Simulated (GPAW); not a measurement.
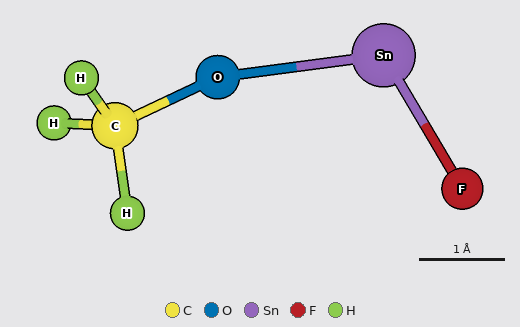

*The input geometry (ball-and-stick view, seen at a tilt). Sticks mark near contacts.*

Bond lengths as drawn: C–H 1.09 Å, C–O 1.41 Å, F–Sn 2.09 Å and O–Sn 2.00 Å.

CH3FOSn: property calculation

The run: property calculation of CH3FOSn, multiplicity 2. Method and program: LDA (PW92)/real-space grid, UKS, scalar-relativistic datasets (GPAW 26.7.0).

Some settings of this run were made unusual or wrong on purpose. The geometry comes from this level: GFN2-xTB.

Input file (sp.py):
```python
import numpy as np
from ase import Atoms
from ase.units import Debye
from gpaw import GPAW

# Set up the molecule
molecule = Atoms(["C", "O", "Sn", "F", "H", "H", "H"],
    positions=[[  0.319070,   1.029960,   0.055160],
               [  0.169390,  -0.268780,   0.586460],
               [ -0.326840,  -2.200430,   0.707380],
               [ -1.242070,  -2.682320,  -1.114420],
               [  0.205460,   1.020370,  -1.029340],
               [ -0.436530,   1.690600,   0.484420],
               [  1.311520,   1.410600,   0.310330]])
molecule.center(vacuum=4.5)
molecule.set_initial_magnetic_moments([1 / len(molecule)] * len(molecule))

# Calculator
gpaw_calc = GPAW(mode="fd",
                 h=0.2,
                 xc="LDA",
                 maxiter=70,
                 occupations={"name": "fermi-dirac", "width": 0.0, "fixmagmom": True},
                 txt="-")
molecule.calc = gpaw_calc

energy = molecule.get_potential_energy()
print(f"Energy                  {energy:.5f} eV")
forces = molecule.get_forces()
print("Forces (eV/Ang)")
for symbol, f in zip(molecule.symbols, forces):
    print(f'{symbol:2} {f[0]:9.4f} {f[1]:9.4f} {f[2]:9.4f}')
dipole = molecule.get_dipole_moment() / Debye
print(f"Dipole                  {np.linalg.norm(dipole):.3f} D")
```

Hardware: 1 thread of Arm Neoverse V2, 24 GiB of memory available, shared host.

Run as:
```bash
OMP_NUM_THREADS=1 python sp.py
```

The program's output:
```
__  _  _
 | _ |_)|_||  |
 |__||  | ||/\| - 26.7.0

units:  Angstrom and eV
cores:  1
OpenMP: False

Versions:
  Python: 3.12.14
  ASE:    3.29.0
  Numpy:  2.5.5
  Scipy:  1.18.1
  Libxc:  7.0.0

        _gpaw.cpython-312-aarch64-linux-gnu.so

Input parameters:
  mode=FD(),
  h=0.2,
  maxiter=70,
  occupations=Occupations(name='fermi-dirac', width=0.0, fixmagmom=True),
  xc=XC(name='LDA')

Diagonalizing LCAO Hamiltonian
Converting LCAO to fd mode
         .---------------------------.
        /|                           |
       / |                           |
      /  |                           |
     /   |                           |
    /    |                           |
   /     |                           |
  /      |                           |
 *       |         H                 |
 |       |         O C H             |
 |       |       Sn                  |
 |       |          H                |
 |       |                           |
 |       .-----F---------------------.
 |      /                           /
 |     /                           /
 |    /                           /
 |   /                           /
 |  /                           /
 | /                           /
 |/                           /
 *---------------------------*

Atoms  # Å, Bohr magnetons
|   | symbol |        x |        y |        z |    initial magnetic moments |
|---|--------|----------|----------|----------|-----------------------------|
| 0 |      C | 6.061140 | 8.212280 | 5.669580 | ( 0.0000,  0.0000,  0.1429) |
| 1 |      O | 5.911460 | 6.913540 | 6.200880 | ( 0.0000,  0.0000,  0.1429) |
| 2 |     Sn | 5.415230 | 4.981890 | 6.321800 | ( 0.0000,  0.0000,  0.1429) |
| 3 |      F | 4.500000 | 4.500000 | 4.500000 | ( 0.0000,  0.0000,  0.1429) |
| 4 |      H | 5.947530 | 8.202690 | 4.585080 | ( 0.0000,  0.0000,  0.1429) |
| 5 |      H | 5.305540 | 8.872920 | 6.098840 | ( 0.0000,  0.0000,  0.1429) |
| 6 |      H | 7.053590 | 8.592920 | 5.924750 | ( 0.0000,  0.0000,  0.1429) |

Unit cell  # Å
| periodic |         x |         y |         z |   lengths |    angles |
|----------|-----------|-----------|-----------|-----------|-----------|
|       no | 11.553590 |  0.000000 |  0.000000 | 11.553590 | 90.000000 |
|       no |  0.000000 | 13.372920 |  0.000000 | 13.372920 | 90.000000 |
|       no |  0.000000 |  0.000000 | 10.821800 | 10.821800 | 90.000000 |

Number of symmetries: 1
Symmetry operations  # r_c * U_cc + t_c -> r_c
|   | kind |            matrix            |
|---|------|------------------------------|
| 0 |  E   |  1, 0, 0,  0, 1, 0,  0, 0, 1 |

BZ-sampling:
  Number of BZ points: 1
  Number of IBZ points: 1

  Monkhorst-Pack size: [1, 1, 1]
  Monkhorst-Pack shift: [0, 0, 0]

K-points  # in reciprocal-cell coordinates
|   |                                coordinates |     weight |
|---|--------------------------------------------|------------|
| 0 | (  0.00000000,   0.00000000,   0.00000000) | 1.00000000 |

Uniform wave function grid shape: (np.int64(55), np.int64(67), np.int64(55))
Spin-components: 2 (collinear spins)
Bands:           24
Projectors:      30
Spin-degeneracy: 1
Datatype:        float64

  Storage: CPU
  Wave functions: 77_827_200 bytes (77_827_200 per core)

Parallelization:
  kpt:    1
  domain: 1
  band:   1

Density:
  Valence electrons: 34.0
  Components: 2
  Grid points: [56 68 56]
  Charge: 0.0  # |e|

Potential:
  Grid points: [56 68 56]

species:
  C:
    name:    Carbon
    Z:       6.0
    valence: 4
    core:    2
    charge:  0.0  # [|e|]
    file:    C.LDA.gz
    compensation charges:
      type: gauss
      rc: 0.20  # [Å]
      lmax: 2
    cutoffs:
      filter: 1.14  # [Å]
      core: 1.14  # [Å]
    projectors
    | kind |    occ | energy [eV] | rcut [Å] |
    |------|--------|-------------|----------|
    |   2s |  2.000 |     -13.639 |    0.635 |
    |   2p |  2.000 |      -5.414 |    0.635 |
    |    s |        |      13.573 |    0.635 |
    |    p |        |      21.797 |    0.635 |
    |    d |        |       0.000 |    0.635 |

    Using partial waves for C as LCAO basis

  O:
    name:    Oxygen
    Z:       8.0
    valence: 6
    core:    2
    charge:  0.0  # [|e|]
    file:    O.LDA.gz
    compensation charges:
      type: gauss
      rc: 0.21  # [Å]
      lmax: 2
    cutoffs:
      filter: 1.17  # [Å]
      core: 0.83  # [Å]
    projectors
    | kind |    occ | energy [eV] | rcut [Å] |
    |------|--------|-------------|----------|
    |   2s |  2.000 |     -23.752 |    0.688 |
    |   2p |  4.000 |      -9.195 |    0.598 |
    |    s |        |       3.459 |    0.688 |
    |    p |        |      18.016 |    0.598 |
    |    d |        |       0.000 |    0.619 |

    Using partial waves for O as LCAO basis

  Sn:
    name:    Tin
    Z:       50.0
    valence: 14
    core:    36
    charge:  0.0  # [|e|]
    file:    Sn.LDA.gz
    compensation charges:
      type: gauss
      rc: 0.38  # [Å]
      lmax: 2
    cutoffs:
      filter: 2.23  # [Å]
      core: 2.35  # [Å]
    projectors
    | kind |    occ | energy [eV] | rcut [Å] |
    |------|--------|-------------|----------|
    |   5s |  2.000 |     -10.799 |    1.201 |
    |   5p |  2.000 |      -3.869 |    1.270 |
    |   4d | 10.000 |     -25.910 |    1.185 |
    |    s |        |      16.413 |    1.201 |
    |    p |        |      23.342 |    1.270 |
    |    d |        |       1.302 |    1.185 |

    Using partial waves for Sn as LCAO basis

  F:
    name:    Fluorine
    Z:       9.0
    valence: 7
    core:    2
    charge:  0.0  # [|e|]
    file:    F.LDA.gz
    compensation charges:
      type: gauss
      rc: 0.20  # [Å]
      lmax: 2
    cutoffs:
      filter: 1.14  # [Å]
      core: 0.74  # [Å]
    projectors
    | kind |    occ | energy [eV] | rcut [Å] |
    |------|--------|-------------|----------|
    |   2s |  2.000 |     -29.647 |    0.635 |
    |   2p |  5.000 |     -11.293 |    0.635 |
    |    s |        |      -2.435 |    0.635 |
    |    p |        |      15.918 |    0.635 |
    |    d |        |       0.000 |    0.635 |

    Using partial waves for F as LCAO basis

  H:
    name:    Hydrogen
    Z:       1.0
    valence: 1
    core:    0
    charge:  0.0  # [|e|]
    file:    H.LDA.gz
    compensation charges:
      type: gauss
      rc: 0.15  # [Å]
      lmax: 2
    cutoffs:
      filter: 0.85  # [Å]
      core: 0.53  # [Å]
    projectors
    | kind |    occ | energy [eV] | rcut [Å] |
    |------|--------|-------------|----------|
    |   1s |  1.000 |      -6.353 |    0.476 |
    |    s |        |      20.858 |    0.476 |
    |    p |        |       0.000 |    0.476 |

    Using partial waves for H as LCAO basis

Reference energy: -173647.643084  # eV

eigensolver:
  PPCG
  Converge bands: occupied
  niter=2

density mixing:
  MSR1-Mixer
  Pratt-step length: 0.05
  Maximum mixing coefficient: 0.75
  Old densities: 10
  SVD Regularization: 0.005
  Good broyden scale: 1.0
  Trust region scale: 1.0
  Backstep threshold: 4.0
  History deletion threshold: 6.0
  Fourier metric: weight=20.0, sigma=0.015

occupation numbers:
  Fixed magnetic moment: 1.000
  # Zero width

FastPoissonSolver using
    Stencil: 6*3+1=19 point O(h^6) finite-difference Laplacian
    FFT axes: []
    FST axes: [np.int64(0), np.int64(2), np.int64(1)]

xc functional:
  name: None
interpolation: tri-quintic # 5. degree polynomial

Initialization done in: 1.476 s

convergence criteria:
- Maximum [total energy] change in last 3 cyles: 0.0005 eV / valence electron
- Maximum integral of absolute [dens]ity change: 0.0001 electrons / valence electron
- Maximum integral of absolute [eigenst]ate change: 4e-08 eV^2 / valence electron
maximum number of iterations: 70

SCF iterations
|iter     |     time |      energy | eigst |  dens |  magmom |
|---------|----------|-------------|-------|-------|---------|
|iter:   1| 00:00:03 |  -40.390551 | +0.87 |       |  +0.9968|
|iter:   2| 00:00:05 |  -39.271179 | -0.27 | -0.72 |  +0.9969|
|iter:   3| 00:00:07 |  -36.259913 | +0.14 | -0.77 |  +0.9986|
|iter:   4| 00:00:09 |  -36.238896 | +0.01 | -1.14 |  +0.9991|
|iter:   5| 00:00:12 |  -35.796124 | -0.55 | -1.17 |  +0.9992|
|iter:   6| 00:00:14 |  -35.718480 | -1.30 | -1.31 |  +0.9996|
|iter:   7| 00:00:16 |  -35.743363 | -1.82 | -1.57 |  +0.9998|
|iter:   8| 00:00:18 |  -35.744002 | -1.94 | -1.42 |  +0.9998|
|iter:   9| 00:00:20 |  -35.722507 | -2.39 | -1.55 |  +0.9999|
|iter:  10| 00:00:22 |  -35.721172 | -2.88 | -1.65 |  +0.9999|
|iter:  11| 00:00:25 |  -35.717656c| -3.25 | -1.56 |  +1.0000|
|iter:  12| 00:00:27 |  -35.743338 | -2.49 | -1.51 |  +0.9999|
|iter:  13| 00:00:29 |  -35.719200 | -2.32 | -1.43 |  +1.0000|
|iter:  14| 00:00:31 |  -35.718085 | -3.40 | -1.68 |  +1.0000|
|iter:  15| 00:00:34 |  -35.743105 | -2.64 | -1.72 |  +1.0000|
|iter:  16| 00:00:36 |  -35.713034 | -2.58 | -1.42 |  +1.0000|
|iter:  17| 00:00:38 |  -35.713788 | -3.26 | -1.67 |  +1.0000|
|iter:  18| 00:00:40 |  -35.711893c| -3.83 | -1.82 |  +1.0000|
|iter:  19| 00:00:43 |  -35.711728c| -3.60 | -2.00 |  +1.0000|
|iter:  20| 00:00:45 |  -35.712586c| -3.64 | -1.95 |  +1.0000|
|iter:  21| 00:00:47 |  -35.712333c| -3.88 | -1.75 |  +1.0000|
|iter:  22| 00:00:49 |  -35.723735c| -3.19 | -1.95 |  +1.0000|
|iter:  23| 00:00:51 |  -35.712710c| -2.97 | -1.44 |  +1.0000|
|iter:  24| 00:00:53 |  -35.711545c| -3.99 | -1.82 |  +1.0000|
|iter:  25| 00:00:56 |  -35.711677c| -4.15 | -2.32 |  +1.0000|
|iter:  26| 00:00:58 |  -35.711716c| -4.12 | -2.14 |  +1.0000|
|iter:  27| 00:01:00 |  -35.711627c| -5.08 | -2.19 |  +1.0000|
|iter:  28| 00:01:02 |  -35.711663c| -4.54 | -2.73 |  +1.0000|
|iter:  29| 00:01:04 |  -35.711670c| -5.12 | -2.88 |  +1.0000|
|iter:  30| 00:01:07 |  -35.711681c| -5.33 | -3.12 |  +1.0000|
|iter:  31| 00:01:09 |  -35.711679c| -5.07 | -2.96 |  +1.0000|
|iter:  32| 00:01:11 |  -35.711680c| -5.71 | -3.11 |  +1.0000|
|iter:  33| 00:01:13 |  -35.711678c| -6.15 | -3.15 |  +1.0000|
|iter:  34| 00:01:15 |  -35.711678c| -6.02 | -3.30 |  +1.0000|
|iter:  35| 00:01:17 |  -35.711678c| -6.17 | -3.43 |  +1.0000|
|iter:  36| 00:01:19 |  -35.711678c| -6.88 | -3.64 |  +1.0000|
|iter:  37| 00:01:21 |  -35.711678c| -7.49c| -3.91 |  +1.0000|
|iter:  38| 00:01:22 |  -35.711678c| -7.78c| -4.11c|  +1.0000|

Converged in 38 steps
SCF loop duration: 81.022 s (2.132 s/step)
Energy contributions relative to reference atoms: (reference = -173647.643084)

Energy contributions:
  Kinetic:          38.881617
  Coulomb:         -42.479404
  Zero:              1.005013
  External:          0.000000
  Xc:              -33.118904
  Entropy:           0.000000
  Spinorbit:         0.000000
  ----------------------------
  Free energy:     -35.711678
  Extrapolated:    -35.711678

dipole moment: (0.356366, 0.572597, 0.446593)  # |e|*Ang

Total magnetic moment: (0.000000, 0.000000, 1.000000)

Local magnetic moments
|        x |        y |        z |
|----------|----------|----------|
| 0.000000 | 0.000000 | 0.009125 |  # C    0
| 0.000000 | 0.000000 | 0.181636 |  # O    1
| 0.000000 | 0.000000 | 0.163050 |  # Sn   2
| 0.000000 | 0.000000 | 0.051732 |  # F    3
| 0.000000 | 0.000000 | 0.017953 |  # H    4
| 0.000000 | 0.000000 | 0.003954 |  # H    5
| 0.000000 | 0.000000 | 0.008330 |  # H    6

Fermi levels: -3.391, -7.291
Eigenvalues  # (at kpt = [0.000, 0.000, 0.000])
| band index |      eig [eV] | occ [0-1] |      eig [eV] | occ [0-1] |
|------------|---------------|-----------|---------------|-----------|
|          0 |       -27.070 |     1.000 |       -26.984 |     1.000 |
|        ... |               |           |               |           |
|          9 |       -11.756 |     1.000 |       -11.531 |     1.000 |
|         10 |       -11.599 |     1.000 |       -11.500 |     1.000 |
|         11 |       -10.317 |     1.000 |       -10.147 |     1.000 |
|         12 |        -8.347 |     1.000 |        -8.182 |     1.000 |
|         13 |        -8.276 |     1.000 |        -8.157 |     1.000 |
|         14 |        -7.809 |     1.000 |        -7.323 |     1.000 |
|         15 |        -7.572 |     1.000 |        -7.296 |     1.000 |
|         16 |        -7.546 |     1.000 |        -7.291 |     0.500 |
|         17 |        -3.391 |     0.500 |        -2.875 |     0.000 |
|         18 |        -1.600 |     0.000 |        -1.370 |     0.000 |
|         19 |        -1.394 |     0.000 |        -1.185 |     0.000 |
|         20 |        -0.441 |     0.000 |        -0.398 |     0.000 |
|         21 |         0.466 |     0.000 |         0.565 |     0.000 |
|         22 |         0.706 |     0.000 |         0.747 |     0.000 |
|         23 |         0.865 |     0.000 |         0.898 |     0.000 |

Gap: 3.900 eV
Transition (v -> c):
  (s=1, k=0, n=16, [0.00, 0.00, 0.00]) -> (s=0, k=0, n=17, [0.00, 0.00, 0.00])
No difference between direct/indirect transitions
vacuum-level: 0.000  # V
Energy                  -35.71168 eV

Forces  # eV/Ang
|        x |        y |        z |
|----------|----------|----------|
| -0.39376 | -1.53928 |  0.74694 |  # C    0
|  0.52559 |  1.59972 | -0.06369 |  # O    1
| -0.86944 | -0.96321 | -1.45869 |  # Sn   2
|  0.52426 |  0.30652 |  1.70498 |  # F    3
| -0.00946 |  0.04581 | -0.58282 |  # H    4
| -0.38733 |  0.23507 |  0.03695 |  # H    5
|  0.45344 |  0.01306 | -0.08204 |  # H    6

Force computation time: 0.126  # s
Forces (eV/Ang)
C    -0.3938   -1.5393    0.7469
O     0.5256    1.5997   -0.0637
Sn   -0.8694   -0.9632   -1.4587
F     0.5243    0.3065    1.7050
H    -0.0095    0.0458   -0.5828
H    -0.3873    0.2351    0.0370
H     0.4534    0.0131   -0.0820
Dipole                  3.885 D
```

What the run reported:

| quantity | value |
| --- | --- |
| outcome | converged |
| energy relative to the program's reference atoms | −35.7117 eV |
| largest force | 1.952 eV/Å |
| dipole moment | 3.89 D |
| wall time | 83 s |
| peak memory | 0.88 GiB |

Diagnosis:

Some settings of this run were drawn to be unusual or wrong (mult set to 2). It converged; results that depend on the unusual settings are not reference values. Further notes kept with the run: fractional occupations.
